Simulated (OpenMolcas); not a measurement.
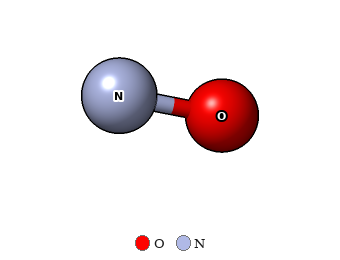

The molecule at the reference distance of 1.147 Å.

## Run report: ON, relativistic diatomic calculation (part 1 of 2)

ON. Computed at this level: SA-CASSCF(9,7)/XMS-CASPT2 + RASSI spin-orbit (X2C scalar, AMFI), ANO-RCC-VTZP (OpenMolcas).

### Input
```
&GATEWAY
Coord
2
angstrom
O 0.0 0.0 0.0
N 0.0 0.0 1.1470
Basis=ANO-RCC-VTZP
Group=XY
RX2C
AMFI
ANGMom
0.0 0.0 0.0
RICD
&SEWARD
&GUESSORB
&RASSCF
FileOrb=$CurrDir/o22.orb
Symmetry=2
Spin=2
nActEl=9 0 0
Inactive=3 0
RAS2=3 4
CIRoot=6 6 1
Linear
Iterations=120 100
OrbListing=Nothing
PRWF=0.15
>>COPY $Project.RasOrb $CurrDir/o22.orb
>>COPY $Project.rasscf.h5 $CurrDir/r22.h5
&CASPT2
XMultistate=all
Imaginary=0.2
IPEA=0.25
MaxIter=40
>>COPY $Project.JobMix JOB001
&RASSCF
FileOrb=$CurrDir/o42.orb
Symmetry=2
Spin=4
nActEl=9 0 0
Inactive=3 0
RAS2=3 4
CIRoot=2 2 1
Linear
Iterations=120 100
OrbListing=Nothing
PRWF=0.15
>>COPY $Project.RasOrb $CurrDir/o42.orb
>>COPY $Project.rasscf.h5 $CurrDir/r42.h5
&CASPT2
XMultistate=all
Imaginary=0.2
IPEA=0.25
MaxIter=40
>>COPY $Project.JobMix JOB002
&RASSCF
FileOrb=$CurrDir/o41.orb
Symmetry=1
Spin=4
nActEl=9 0 0
Inactive=3 0
RAS2=3 4
CIRoot=1 1 1
Linear
Iterations=120 100
OrbListing=Nothing
PRWF=0.15
>>COPY $Project.RasOrb $CurrDir/o41.orb
>>COPY $Project.rasscf.h5 $CurrDir/r41.h5
&CASPT2
XMultistate=all
Imaginary=0.2
IPEA=0.25
MaxIter=40
>>COPY $Project.JobMix JOB003
&RASSCF
FileOrb=$CurrDir/o21.orb
Symmetry=1
Spin=2
nActEl=9 0 0
Inactive=3 0
RAS2=3 4
CIRoot=2 2 1
Linear
Iterations=120 100
OrbListing=Nothing
PRWF=0.15
>>COPY $Project.RasOrb $CurrDir/o21.orb
>>COPY $Project.rasscf.h5 $CurrDir/r21.h5
&CASPT2
XMultistate=all
Imaginary=0.2
IPEA=0.25
MaxIter=40
>>COPY $Project.JobMix JOB004
&RASSI
Nr of JobIphs=4 6 2 1 2
1 2 3 4 5 6
1 2
1
1 2
SpinOrbit
EJob
Omega
MEES
MESO
Properties=4
'AngMom' 3 'Mltpl  1' 1 'Mltpl  1' 2 'Mltpl  1' 3
Thrs=1.0d-4
>>COPY $Project.rassi.h5 $CurrDir/so.h5
```

The first orbital files come from an earlier step.

Command:
```bash
pymolcas m.inp (one call a module block, same work directory)
```

### Log (extracts)
```
++    Wave function specifications:
      Number of closed shell electrons           6
      Number of electrons in active shells       9
      Number of inactive orbitals                3
      Number of active orbitals                  7
      Number of secondary orbitals              50
      Spin quantum number                      0.5
      State symmetry                             2
++    Orbital specifications:
      Symmetry species                           1   2
                                                 a   b
      Frozen orbitals                            0   0
      Inactive orbitals                          3   0
      Active orbitals                            3   4
      RAS2 orbitals                              3   4
      Secondary orbitals                        26  24
      Number of basis functions                 32  28
      printout of CI-coefficients larger than  0.15 for root  1
      energy=    -129.488038
      conf/sym  111 2222     Coeff  Weight
           149  022 u022  -0.88765 0.78792
           194  022 0u22   0.36125 0.13050
      printout of CI-coefficients larger than  0.15 for root  2
      energy=    -129.488038
      conf/sym  111 2222     Coeff  Weight
           149  022 u022  -0.36125 0.13050
           194  022 0u22  -0.88765 0.78792
      printout of CI-coefficients larger than  0.15 for root  3
      energy=    -129.200579
      conf/sym  111 2222     Coeff  Weight
            65  022 202u   0.30841 0.09512
            68  022 20u2  -0.39658 0.15728
           143  022 ud2u   0.26570 0.07059
           145  022 uu2d  -0.63760 0.40654
           147  022 udu2   0.40640 0.16516
           192  022 022u  -0.26632 0.07093
      printout of CI-coefficients larger than  0.15 for root  4
      energy=    -129.200579
      conf/sym  111 2222     Coeff  Weight
            68  022 20u2  -0.26632 0.07093
           143  022 ud2u   0.40640 0.16516
           147  022 udu2  -0.26570 0.07059
           148  022 uud2  -0.63760 0.40654
           192  022 022u   0.39658 0.15728
           193  022 02u2   0.30841 0.09512
      printout of CI-coefficients larger than  0.15 for root  5
      energy=    -129.157515
      conf/sym  111 2222     Coeff  Weight
            68  022 20u2  -0.48447 0.23471
           143  022 ud2u  -0.68514 0.46942
           193  022 02u2   0.48447 0.23471
      printout of CI-coefficients larger than  0.15 for root  6
      energy=    -129.157515
      conf/sym  111 2222     Coeff  Weight
            65  022 202u   0.48447 0.23471
           147  022 udu2  -0.68514 0.46942
           192  022 022u  -0.48447 0.23471
      Natural orbitals and occupation numbers for root  1
      sym 1:   0.025443   1.991271   1.975763
      sym 2:   1.024379   0.083553   1.974802   1.924789
      Natural orbitals and occupation numbers for root  2
      sym 1:   0.025443   1.991271   1.975763
      sym 2:   0.083553   1.024379   1.924789   1.974802
      Natural orbitals and occupation numbers for root  3
      sym 1:   0.022429   1.994545   1.979122
      sym 2:   1.301299   0.710255   1.661972   1.330377
      Natural orbitals and occupation numbers for root  4
      sym 1:   0.022429   1.994545   1.979122
      sym 2:   0.710255   1.301299   1.330377   1.661972
      Natural orbitals and occupation numbers for root  5
      sym 1:   0.018473   1.999265   1.982632
      sym 2:   1.003323   1.003323   1.496492   1.496492
      Natural orbitals and occupation numbers for root  6
      sym 1:   0.018473   1.999265   1.982632
      sym 2:   1.003323   1.003323   1.496492   1.496492
      RASSCF energy for state  6                   -129.15751466
::    RASSCF root number  1 Total energy:   -129.48803828
::    RASSCF root number  2 Total energy:   -129.48803827
::    RASSCF root number  3 Total energy:   -129.20057947
::    RASSCF root number  4 Total energy:   -129.20057947
::    RASSCF root number  5 Total energy:   -129.15751466
::    RASSCF root number  6 Total energy:   -129.15751466
      Von Neumann Entropy (Root   1) =  0.86082
++    Wave function specifications:
      Number of closed shell electrons           2
      Number of electrons in active shells       9
      Number of inactive orbitals                1
      Number of active orbitals                  7
      Number of secondary orbitals              50
      Spin quantum number                      0.5
      State symmetry                             2
      Number of CSFs                           248
      Number of CASSCF root(s) available         6
      CASPT2 state passed to geometry opt.       6
      A file JOBMIX will be created
      This is a MULTI-STATE CASSCF reference
      Number of CI roots used                    6
      These are:                                 1   2   3   4   5   6
      Off-diagonal elements of Heff are computed
  FINAL CASPT2 RESULT:
      Reference energy:        -129.4880382755
      E2 (Non-variational):      -0.3022329596
      Shift correction:          -0.0010675195
      E2 (Variational):          -0.3033004791
      Total energy:            -129.7913387546
      Reference weight:           0.93097
  FINAL CASPT2 RESULT:
      Reference energy:        -129.4880382750
      E2 (Non-variational):      -0.3022329600
      Shift correction:          -0.0010675195
      E2 (Variational):          -0.3033004794
      Total energy:            -129.7913387544
      Reference weight:           0.93097
  FINAL CASPT2 RESULT:
      Reference energy:        -129.2005794734
      E2 (Non-variational):      -0.3008168442
      Shift correction:          -0.0009337684
      E2 (Variational):          -0.3017506126
      Total energy:            -129.5023300859
      Reference weight:           0.93146
  FINAL CASPT2 RESULT:
      Reference energy:        -129.2005794732
      E2 (Non-variational):      -0.3008168443
      Shift correction:          -0.0009337684
      E2 (Variational):          -0.3017506127
      Total energy:            -129.5023300859
      Reference weight:           0.93146
  FINAL CASPT2 RESULT:
      Reference energy:        -129.1575146633
      E2 (Non-variational):      -0.3043203690
      Shift correction:          -0.0009031703
      E2 (Variational):          -0.3052235393
      Total energy:            -129.4627382026
      Reference weight:           0.93299
  FINAL CASPT2 RESULT:
      Reference energy:        -129.1575146633
      E2 (Non-variational):      -0.3043203690
      Shift correction:          -0.0009031703
      E2 (Variational):          -0.3052235393
      Total energy:            -129.4627382026
      Reference weight:           0.93299
       Total XMS-CASPT2 energies:
::    XMS-CASPT2 Root  1     Total energy:   -129.79105563
::    XMS-CASPT2 Root  2     Total energy:   -129.79105563
::    XMS-CASPT2 Root  3     Total energy:   -129.50261534
::    XMS-CASPT2 Root  4     Total energy:   -129.50261534
::    XMS-CASPT2 Root  5     Total energy:   -129.46273607
::    XMS-CASPT2 Root  6     Total energy:   -129.46273607
++    Wave function specifications:
      Number of closed shell electrons           6
      Number of electrons in active shells       9
      Number of inactive orbitals                3
      Number of active orbitals                  7
      Number of secondary orbitals              50
      Spin quantum number                      1.5
      State symmetry                             2
      printout of CI-coefficients larger than  0.15 for root  1
      energy=    -129.239897
      conf/sym  111 2222     Coeff  Weight
            55  022 uuu2   0.99089 0.98187
      printout of CI-coefficients larger than  0.15 for root  2
      energy=    -129.239897
      conf/sym  111 2222     Coeff  Weight
            54  022 uu2u   0.99089 0.98187
      Natural orbitals and occupation numbers for root  1
      sym 1:   0.023418   1.995387   1.980825
      sym 2:   0.999108   1.006760   1.001692   1.992809
      Natural orbitals and occupation numbers for root  2
      sym 1:   0.023418   1.995387   1.980825
      sym 2:   1.006760   0.999108   1.992809   1.001692
      RASSCF energy for state  2                   -129.23989699
::    RASSCF root number  1 Total energy:   -129.23989699
::    RASSCF root number  2 Total energy:   -129.23989699
      Von Neumann Entropy (Root   1) =  1.59570
++    Wave function specifications:
      Number of closed shell electrons           2
      Number of electrons in active shells       9
      Number of inactive orbitals                1
      Number of active orbitals                  7
      Number of secondary orbitals              50
      Spin quantum number                      1.5
      State symmetry                             2
      Number of CSFs                           112
      Number of CASSCF root(s) available         2
      CASPT2 state passed to geometry opt.       2
      A file JOBMIX will be created
      This is a MULTI-STATE CASSCF reference
      Number of CI roots used                    2
      These are:                                 1   2
      Off-diagonal elements of Heff are computed
  FINAL CASPT2 RESULT:
      Reference energy:        -129.2398969892
      E2 (Non-variational):      -0.2966859972
      Shift correction:          -0.0009264866
      E2 (Variational):          -0.2976124838
      Total energy:            -129.5375094730
      Reference weight:           0.93369
  FINAL CASPT2 RESULT:
      Reference energy:        -129.2398969890
      E2 (Non-variational):      -0.2966859970
      Shift correction:          -0.0009264866
      E2 (Variational):          -0.2976124836
      Total energy:            -129.5375094726
      Reference weight:           0.93369
       Total XMS-CASPT2 energies:
::    XMS-CASPT2 Root  1     Total energy:   -129.53750947
::    XMS-CASPT2 Root  2     Total energy:   -129.53750947
++    Wave function specifications:
      Number of closed shell electrons           6
      Number of electrons in active shells       9
      Number of inactive orbitals                3
      Number of active orbitals                  7
      Number of secondary orbitals              50
      Spin quantum number                      1.5
      State symmetry                             1
      printout of CI-coefficients larger than  0.15 for root  1
      energy=    -129.242755
      conf/sym  111 2222     Coeff  Weight
            96  02u uu22   0.98214 0.96460
      Natural orbitals and occupation numbers for root  1
      sym 1:   0.021397   1.976625   1.003370
      sym 2:   1.020280   1.020280   1.979024   1.979024
      RASSCF energy for state  1                   -129.24275454
::    RASSCF root number  1 Total energy:   -129.24275454
      Von Neumann Entropy (Root   1) =  1.60688
++    Wave function specifications:
      Number of closed shell electrons           2
      Number of electrons in active shells       9
      Number of inactive orbitals                1
      Number of active orbitals                  7
      Number of secondary orbitals              50
      Spin quantum number                      1.5
      State symmetry                             1
      Number of CSFs                           112
      Number of CASSCF root(s) available         1
      CASPT2 state passed to geometry opt.       1
      A file JOBMIX will be created
      This is a CASSCF or RASSCF reference function
  FINAL CASPT2 RESULT:
      Reference energy:        -129.2427545389
      E2 (Non-variational):      -0.3093304238
      Shift correction:          -0.0010975788
      E2 (Variational):          -0.3104280026
      Total energy:            -129.5531825415
      Reference weight:           0.92765
++    Wave function specifications:
      Number of closed shell electrons           6
      Number of electrons in active shells       9
      Number of inactive orbitals                3
      Number of active orbitals                  7
      Number of secondary orbitals              50
      Spin quantum number                      0.5
      State symmetry                             1
      printout of CI-coefficients larger than  0.15 for root  1
      energy=    -129.162738
      conf/sym  111 2222     Coeff  Weight
           150  02u 2022   0.40471 0.16379
           192  02u du22   0.38954 0.15174
           219  02u ud22   0.67471 0.45523
           236  02u 0222  -0.40471 0.16379
      printout of CI-coefficients larger than  0.15 for root  2
      energy=    -129.162738
      conf/sym  111 2222     Coeff  Weight
           150  02u 2022   0.55090 0.30349
           192  02u du22  -0.28617 0.08189
           219  02u ud22  -0.49566 0.24568
           236  02u 0222  -0.55090 0.30349
      Natural orbitals and occupation numbers for root  1
      sym 1:   0.019468   1.967826   1.014362
      sym 2:   1.041881   1.041881   1.957291   1.957291
      Natural orbitals and occupation numbers for root  2
      sym 1:   0.019468   1.967826   1.014362
      sym 2:   1.041881   1.041881   1.957291   1.957291
      RASSCF energy for state  2                   -129.16273825
::    RASSCF root number  1 Total energy:   -129.16273825
::    RASSCF root number  2 Total energy:   -129.16273825
      Von Neumann Entropy (Root   1) =  1.62598
++    Wave function specifications:
      Number of closed shell electrons           2
      Number of electrons in active shells       9
      Number of inactive orbitals                1
      Number of active orbitals                  7
      Number of secondary orbitals              50
      Spin quantum number                      0.5
      State symmetry                             1
      Number of CSFs                           242
      Number of CASSCF root(s) available         2
      CASPT2 state passed to geometry opt.       2
      A file JOBMIX will be created
      This is a MULTI-STATE CASSCF reference
      Number of CI roots used                    2
      These are:                                 1   2
      Off-diagonal elements of Heff are computed
  FINAL CASPT2 RESULT:
      Reference energy:        -129.1627382463
      E2 (Non-variational):      -0.3205653237
      Shift correction:          -0.0012381015
      E2 (Variational):          -0.3218034252
      Total energy:            -129.4845416715
      Reference weight:           0.92406
  FINAL CASPT2 RESULT:
      Reference energy:        -129.1627382463
      E2 (Non-variational):      -0.3205555866
      Shift correction:          -0.0012379003
      E2 (Variational):          -0.3217934870
      Total energy:            -129.4845317333
      Reference weight:           0.92407
       Total XMS-CASPT2 energies:
::    XMS-CASPT2 Root  1     Total energy:   -129.48459116
::    XMS-CASPT2 Root  2     Total energy:   -129.48448225
  SPIN-FREE ENERGIES:
  (Shifted by EMIN (a.u.) =       -129.7910556323)
 SF State       Relative EMIN(au)   Rel lowest level(eV)    D:o, cm**(-1)      Abs_M
     1             0.0000000000        0.0000000000              0.0000         1.0
     2             0.0000000000        0.0000000000              0.0000         1.0
     9             0.2378730908        6.4728565508          52207.1089         0.0
     7             0.2535461593        6.8993424706          55646.9498         1.0
     8             0.2535461593        6.8993424706          55646.9498         1.0
     4             0.2884402941        7.8488602525          63305.3272         1.0
     3             0.2884402941        7.8488602525          63305.3272         1.0
    10             0.3064644741        8.3393231764          67261.1775         2.0
    11             0.3065733856        8.3422868078          67285.0808         2.0
     5             0.3283195597        8.9340303501          72057.8143         3.0
     6             0.3283195597        8.9340303501          72057.8143         3.0
```

(Continued in part 2.) Outcome of the run: converged; components of a degenerate state are split by 24 cm⁻¹.
